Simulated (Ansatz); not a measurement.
# SnSiH6O (SMILES [SiH3][O][SnH3]): PBE/def2-SVP (core potential)

Aim: the electronic atomisation energy of SnSiH6O at PBE/def2-SVP (core potential), from 5 runs. 

Program for the calculation: Ansatz 0.2.0.

63 further runs of the same task are left out: 63 set aside as unsound or not needed. Runs told in other sessions of the task aren't counted.

## Step 1: The structure to begin with

The species is SnSiH6O (9 atoms), meant as a singlet with charge 0. As SMILES, `[SiH3][O][SnH3]`. The coordinates come from a PBE0-D4/def2-TZVP relaxation.

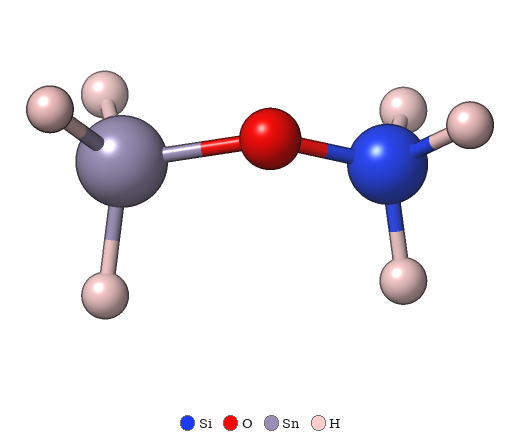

The structure, seen from a chosen angle (silicon blue, oxygen red, tin purple, hydrogen pink).

## Step 2: The energy at PBE/def2-SVP (core potential)

run.yaml

```yaml
crystal:
  periodic: [false, false, false]
  atoms:
    - {symbol: Si, position_ang: [-0.707500, 1.106300, -0.961800]}
    - {symbol: O, position_ang: [0.549600, 0.232700, -0.411000]}
    - {symbol: Sn, position_ang: [0.837100, -1.145700, 0.956400]}
    - {symbol: H, position_ang: [-1.786000, 0.228100, -1.502000]}
    - {symbol: H, position_ang: [-0.233000, 2.004100, -2.046400]}
    - {symbol: H, position_ang: [-1.309600, 1.937400, 0.121200]}
    - {symbol: H, position_ang: [2.493700, -1.499800, 0.829900]}
    - {symbol: H, position_ang: [-0.166000, -2.460900, 0.544700]}
    - {symbol: H, position_ang: [0.410100, -0.448400, 2.452000]}
basis:
  gaussian:
    orbitals: def2-SVP
hamiltonian:
  xc: {name: PBE}
accuracy: high
output: {orbitals: {seedname: orbitals}}
```

Run with:

```
$ ansatz run run.yaml --threads 1 --pin off --max-ram 2610MiB --events-out events.jsonl --progress --plain --runs-dir runs
```

Output:

```text
Warning: RAYON_NUM_THREADS=1 ignored (pool sized by the plan → 1); use --threads N
Functional definition: PBE
  name "PBE"
  parameter kappa = 0.804
  parameter beta = 0.06672455060314922
  exchange = pbe_x(kappa = kappa, mu = beta*pi^2/3)
  correlation = pbe_c(beta = beta)
2073 factors; integrals over basis functions are off by at most 7.3e-9 eV
mean field evaluation 1: about -15836.5303 eV, gradient 5.8e1 eV
mean field evaluation 2: about -15774.3339 eV, gradient 1.7e2 eV
mean field evaluation 4: about -15842.9090 eV, gradient 6.7e0 eV
mean field evaluation 8: about -15843.0387 eV, gradient 1.0e-1 eV
mean field evaluation 16: about -15843.0387 eV, gradient 4.9e-6 eV
mean field -15843.03871206 eV, -582.2209338708 hartree, gradient 2.9e-8 eV, S^2 0.000000; 0 other end points of the search recorded, 0 dependent functions left out
reference -15843.03871621 eV, -582.2209340234 hartree; 25, 25 occupied and 63, 63 virtual orbitals, 2073 factors
Total energy: -15843.03871621 eV, -582.2209340234 hartree
```

It took 7.5 s on 1 thread of Arm Neoverse V1, shared host; peak memory 0.23 GiB.

## Step 3: The H atom at the same level

in.yaml

```yaml
basis:
  gaussian: {orbitals: def2-SVP}
crystal:
  periodic: [false, false, false]
  atoms:
    - symbol: H
      position_ang: [0.000000, 0.000000, 0.000000]
magnetization: {spin_polarized: true, initial_magnetization: 1}
hamiltonian: {xc: pbe}
accuracy: high
```

Run the same way, it converges to -0.49863 Eh (log not shown).

## Step 4: The O atom at the same level

molecule.yaml

```yaml
basis:
  gaussian:
    orbitals: def2-SVP
crystal:
  periodic: [false, false, false]
  atoms:
    - {symbol: O, position_ang: [0.000000, 0.000000, 0.000000]}
magnetization:
  spin_polarized: true
  initial_magnetization: 2
hamiltonian:
  xc: {name: PBE}
accuracy: high
```

Run the same way, it converges to -74.91467 Eh (log not shown).

## Step 5: The Si atom, same level

run.yaml

```yaml
crystal:
  periodic: [false, false, false]
  atoms:
    - {symbol: Si, position_ang: [0.000000, 0.000000, 0.000000]}
basis:
  gaussian:
    orbitals: def2-SVP
magnetization:
  spin_polarized: true
  initial_magnetization: 2
accuracy: high
hamiltonian:
  xc: {name: PBE}
```

Run with:

```
$ ansatz run run.yaml --threads 1 --pin off --max-ram 2610MiB --events-out events.jsonl --progress --plain --runs-dir runs
```

Output (excerpt; [...] marks lines left out):

```text
Warning: RAYON_NUM_THREADS=1 ignored (pool sized by the plan → 1); use --threads N
[... 6 set-up lines as earlier in the session ...]
134 factors; integrals over basis functions are off by at most 2.5e-9 eV
mean field evaluation 1: about -7867.4050 eV, gradient 2.3e0 eV
mean field evaluation 2: about -7867.4645 eV, gradient 8.2e-1 eV
mean field evaluation 4: about -7867.4689 eV, gradient 2.0e-1 eV
mean field evaluation 8: about -7867.4692 eV, gradient 1.5e-4 eV
mean field evaluation 16: about -7867.3651 eV, gradient 2.9e0 eV
mean field evaluation 32: about -7867.4699 eV, gradient 1.9e-1 eV
mean field -7867.46922573 eV, -289.1241612833 hartree, gradient 1.0e-8 eV, S^2 2.002736; 2 other end points of the search recorded, 0 dependent functions left out
reference -7867.46922752 eV, -289.1241613492 hartree; 8, 6 occupied and 10, 12 virtual orbitals, 134 factors
Total energy: -7867.46922752 eV, -289.1241613492 hartree
```

Wall time 1.1 s (1 thread of Arm Neoverse V1, shared host).

## Step 6: The Sn atom, same level

input.yaml

```yaml
crystal:
  periodic: [false, false, false]
  atoms:
    - symbol: Sn
      position_ang: [0.000000, 0.000000, 0.000000]
basis:
  gaussian: {orbitals: def2-SVP}
magnetization: {spin_polarized: true, initial_magnetization: 2}
hamiltonian: {xc: {name: PBE}}
accuracy: high
```

Run the same way, it converges to -214.24400 Eh (log not shown).

## Step 7: What came out

At PBE/def2-SVP (core potential):

```
                     quantity          value
       molecule: total energy  -582.22093 Eh
        molecule: HOMO energy       -6.64 eV
        molecule: LUMO energy       -1.28 eV
      molecule: HOMO–LUMO gap        5.35 eV
         H atom: total energy    -0.49863 Eh
                 H atom: ⟨S²⟩          0.750
         O atom: total energy   -74.91467 Eh
                 O atom: ⟨S²⟩          2.002
        Si atom: total energy  -289.12416 Eh
                Si atom: ⟨S²⟩          2.003
        Sn atom: total energy  -214.24400 Eh
                Sn atom: ⟨S²⟩          2.002
electronic atomisation energy      25.751 eV
```

**Reading.** Taking the molecule apart into free atoms costs 25.75 eV (2485 kJ/mol), before zero-point energy and without spin-orbit coupling.
